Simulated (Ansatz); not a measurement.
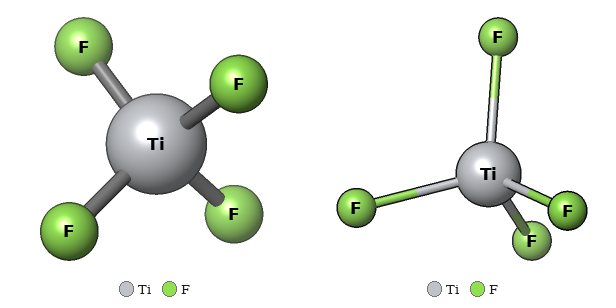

Two views of one molecule.

The species is neutral and a spin singlet. The geometry was computed by an optimisation with PBE0-D4/def2-TZVP.

**Give the formula.**

TiF4, 5 atoms: 1 titanium and 4 fluorine.

**How many sets of symmetry-equivalent atoms are there?**

2: 1 Ti, 4 F.

**Count the bonded pairs by element.**

4 F–Ti. Sticks follow a distance rule.

**Give the symmetry (Schoenflies symbol).**

Td.

The parts below concern this one geometry. Atoms keep their numbers from picture to picture.

### Geometry

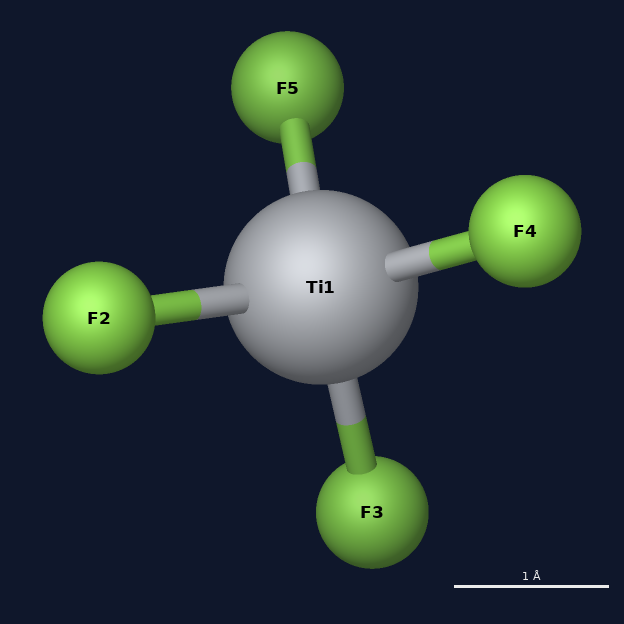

Atoms carry their numbers in the input.

What are the angles F2–Ti1–F3?

```tsv
angle	degrees
F2–Ti1–F3	109.5
```

### Electronic properties

Level of theory: RKS PBE0-D4/def2-TZVPP (Ansatz 0.2.0).

Predict the main results.

- HOMO energy (Kohn–Sham orbital): −12.52 eV
- LUMO energy (Kohn–Sham orbital): −3.10 eV
- HOMO–LUMO gap: 9.42 eV

### Charges

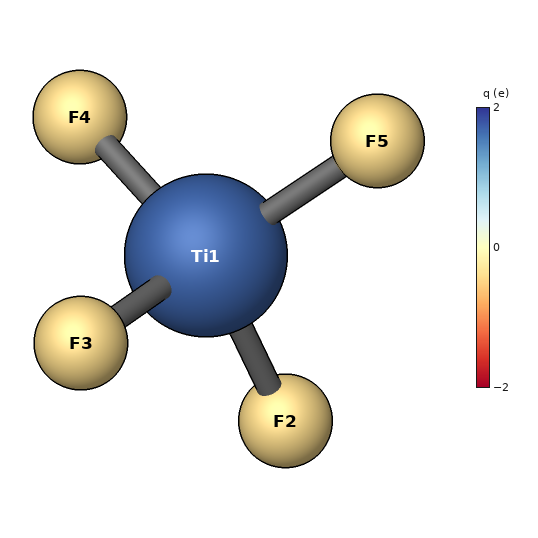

Atoms are coloured by their Mulliken charges. Method: RKS PBE0-D4/def2-TZVP (Ansatz 0.2.0).

Give the Mulliken charges atom by atom.

```tsv
atom	value (e)
Ti1	1.67
F2	−0.42
F3	−0.42
F4	−0.42
F5	−0.42
```

### Vibrations

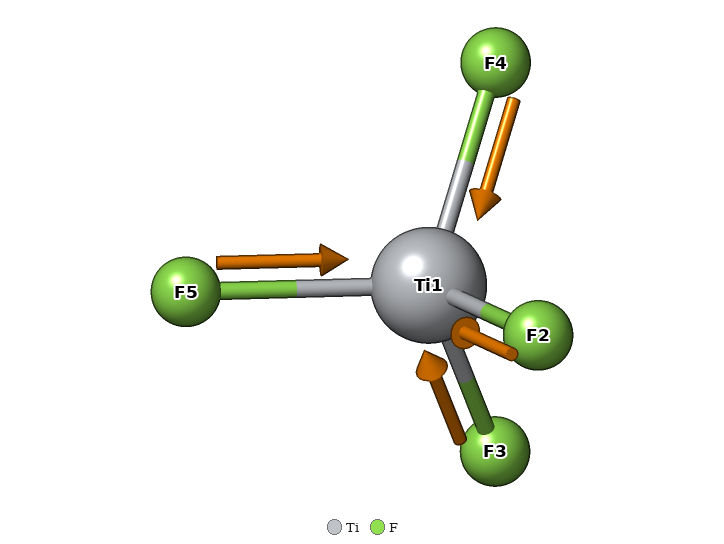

The arrows show one normal mode. Harmonic vibrations computed with RKS PBE0-D4/def2-TZVP (Ansatz 0.2.0) at a stationary point of the same level.

**What kind of motion is it?**

Mostly in-phase stretching of 4 Ti–F bonds.

**Estimate its harmonic wavenumber.**

729 cm⁻¹; it is mode 6 of 9 counted from the lowest.

Mulliken values depend strongly on the basis set and can even reverse the polarity of a bond.
